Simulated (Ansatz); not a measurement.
# One shape, several levels: SiH3 (silyl radical)

Wanted: a comparison of 6 runs (UBLYP/3-21G, UPBE0/3-21G, U-r2SCAN/6-31G*, USVWN5/6-31G*, UBCCD(T)/3-21G, UCCSDT/6-31G*) of SiH3 (silyl radical). 

The results are computed with Ansatz 0.2.0.

61 further runs of the same task are left out: 61 set aside as unsound or not needed.

### Step 1. The molecule

SiH3: 4 atoms, total charge 0, spin state doublet. As SMILES, `[SiH3]`. The H2–Si1 distance was set to 2.173 Å, away from the relaxed value. At this shape a bond of the SMILES string is far longer than usual.

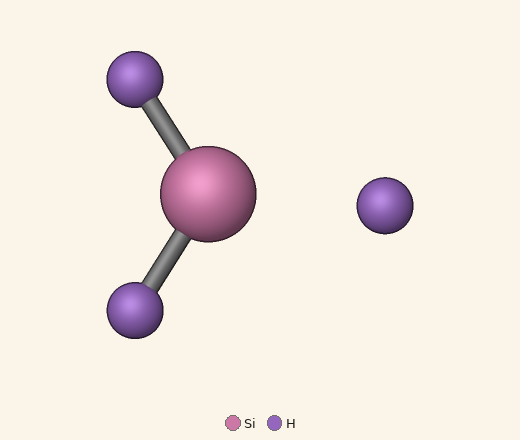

The structure, seen from a chosen angle (silicon pink, hydrogen purple).

### Step 2. The energy at UBLYP/3-21G (run 1)

molecule.yaml

```yaml
crystal:
  periodic: [false, false, false]
  atoms:
    - {symbol: Si, position_ang: [0.016295, -0.359221, -0.725422]}
    - {symbol: H, position_ang: [0.587110, 0.661780, 1.105640]}
    - {symbol: H, position_ang: [-0.385225, -1.741911, -0.566942]}
    - {symbol: H, position_ang: [-0.788975, 0.418389, -1.644272]}
basis:
  gaussian:
    orbitals: 3-21G.json
magnetization:
  spin_polarized: true
  initial_magnetization: 1
hamiltonian:
  xc: {name: BLYP}
accuracy: high
```

The basis set 3-21G is read from a file made from the Basis Set Exchange's data (not shown).

The run is started by

```
$ ansatz run molecule.yaml --threads 1 --pin off --max-ram 2610MiB --events-out events.jsonl --progress --plain --runs-dir runs
```

Output:

```text
Warning: RAYON_NUM_THREADS=1 ignored (pool sized by the plan → 1); use --threads N
Functional definition: BLYP
  name "BLYP"
  parameter beta = 0.0042
  parameter a = 0.04918
  parameter b = 0.132
  parameter c = 0.2533
  parameter d = 0.349
  exchange = b88_x(beta = beta)
  correlation = lyp_c(a = a, b = b, c = c, d = d)
373 factors; integrals over basis functions are off by at most 2.8e-9 eV
mean field evaluation 1: about -7880.2853 eV, gradient 5.2e0 eV
mean field evaluation 2: about -7880.5161 eV, gradient 2.0e0 eV
mean field evaluation 4: about -7880.5529 eV, gradient 2.0e-1 eV
mean field evaluation 8: about -7880.5428 eV, gradient 1.5e-2 eV
mean field evaluation 16: about -7880.5429 eV, gradient 2.8e-7 eV
mean field -7880.54286145 eV, -289.6046085346 hartree, gradient 1.2e-8 eV, S^2 0.751176; 0 other end points of the search recorded, 0 dependent functions left out
reference -7880.54290269 eV, -289.6046100500 hartree; 9, 8 occupied and 10, 11 virtual orbitals, 373 factors
Total energy: -7880.54290269 eV, -289.6046100500 hartree
```

It took 0.91 s on 1 thread of Arm Neoverse V2, shared host; peak memory 0.11 GiB.

### Step 3. The energy at UPBE0/3-21G (run 2)

run.yaml

```yaml
crystal:
  periodic: [false, false, false]
  atoms:
    - {symbol: Si, position_ang: [0.016295, -0.359221, -0.725422]}
    - {symbol: H, position_ang: [0.587110, 0.661780, 1.105640]}
    - {symbol: H, position_ang: [-0.385225, -1.741911, -0.566942]}
    - {symbol: H, position_ang: [-0.788975, 0.418389, -1.644272]}
basis:
  gaussian:
    orbitals: 3-21G.json
magnetization:
  spin_polarized: true
  initial_magnetization: 1
hamiltonian:
  xc: pbe0
accuracy: high
```

The basis set 3-21G is read from a file made from the Basis Set Exchange's data (not shown).

The run is started by

```
$ ansatz run run.yaml --threads 1 --pin off --max-ram 2610MiB --events-out events.jsonl --progress --plain --runs-dir runs
```

Output:

```text
Warning: RAYON_NUM_THREADS=1 ignored (pool sized by the plan → 1); use --threads N
Functional definition: PBE0
  name "PBE0"
  parameter a = 0.25
  parameter kappa = 0.804
  parameter beta = 0.06672455060314922
  exchange = (1 - a)*pbe_x(kappa = kappa, mu = beta*pi^2/3) + a*exact_x
  correlation = pbe_c(beta = beta)
373 factors; integrals over basis functions are off by at most 2.8e-9 eV
mean field evaluation 1: about -7877.2538 eV, gradient 2.4e0 eV
mean field evaluation 2: about -7877.3442 eV, gradient 6.4e-1 eV
mean field evaluation 4: about -7877.3540 eV, gradient 2.1e-1 eV
mean field evaluation 8: about -7877.3507 eV, gradient 2.8e-2 eV
mean field evaluation 16: about -7877.3508 eV, gradient 3.2e-6 eV
mean field -7877.35079998 eV, -289.4873024390 hartree, gradient 1.8e-8 eV, S^2 0.754151; 0 other end points of the search recorded, 0 dependent functions left out
reference -7877.35080190 eV, -289.4873025098 hartree; 9, 8 occupied and 10, 11 virtual orbitals, 373 factors
Total energy: -7877.35080190 eV, -289.4873025098 hartree
```

It took 1 s on 1 thread of Arm Neoverse V2, shared host; peak memory 0.11 GiB.

Runs 3 to 5 aren't shown in full; the table further down has their settings and results.

### Step 4. A single-point energy at UCCSDT/6-31G(d) (spherical functions) (run 6)

input.yaml

```yaml
crystal:
  periodic: [false, false, false]
  atoms:
    - {symbol: Si, position_ang: [0.016295, -0.359221, -0.725422]}
    - {symbol: H, position_ang: [0.587110, 0.661780, 1.105640]}
    - {symbol: H, position_ang: [-0.385225, -1.741911, -0.566942]}
    - {symbol: H, position_ang: [-0.788975, 0.418389, -1.644272]}
basis:
  gaussian:
    orbitals: 6-31G_st_-spherical.json
magnetization:
  spin_polarized: true
  initial_magnetization: 1
correlation:
  method: ccsdt
  frozen_orbitals: {H: 0, Si: 5}
accuracy: high
scf:
  omitted_lower_state_checks: [cluster_reference, increment]
```

The basis set 6-31G* is read from a file made from the Basis Set Exchange's data (not shown).

The run is started by

```
$ ansatz run input.yaml --threads 1 --pin off --max-ram 2610MiB --events-out events.jsonl --progress --plain --runs-dir runs
```

Output:

```text
Warning: RAYON_NUM_THREADS=1 ignored (pool sized by the plan → 1); use --threads N
[... 13 lines left out ...]
5 core orbitals not correlated: weight in the atoms' cores, before any rotation towards them, 1.000 or more for the frozen orbitals, at most 0.000 for the correlated occupied ones
[... 34 lines left out ...]
Total energy: -7908.54633758 eV, -290.6337173010 hartree
Checks for a lower state left out: cluster_reference, increment
```

It took 1.2 s on 1 thread of Arm Neoverse V2, shared host.

### Step 5. The series

| run | level | frozen core orbitals | energy (Eh) | ⟨S²⟩ | wall time |
| --- | --- | --- | --- | --- | --- |
| 1 | UBLYP/3-21G | – | -289.604610 | 0.751 | 0.91 s |
| 2 | UPBE0/3-21G | – | -289.487303 | 0.754 | 1 s |
| 3 | U-r2SCAN/6-31G* (spherical functions) | – | -291.108618 | 0.756 | 3.6 s |
| 4 | USVWN5/6-31G* (spherical functions) | – | -289.938070 | 0.752 | 0.72 s |
| 5 | UBCCD(T)/3-21G | 5 | -289.094212 | 1.036 | 0.24 s |
| 6 | UCCSDT/6-31G* (spherical functions) | 5 | -290.633717 | 0.970 | 1.2 s |

### Step 6. Results

| quantity | value |
| --- | --- |
| run 6: total energy | -290.63372 Eh |
| run 6: correlation energy (5 core orbitals frozen) | -106.6 mEh |
| run 6: ⟨S²⟩ of the reference determinant | 0.970 |
| run 6: T1 diagnostic | 0.069 |

Totals of different functionals can't be ranked against each other. Spin contamination of the reference: run 5 ⟨S²⟩ = 1.04, run 6 ⟨S²⟩ = 0.97. All runs together took 7.7 s, the longest 3.6 s.
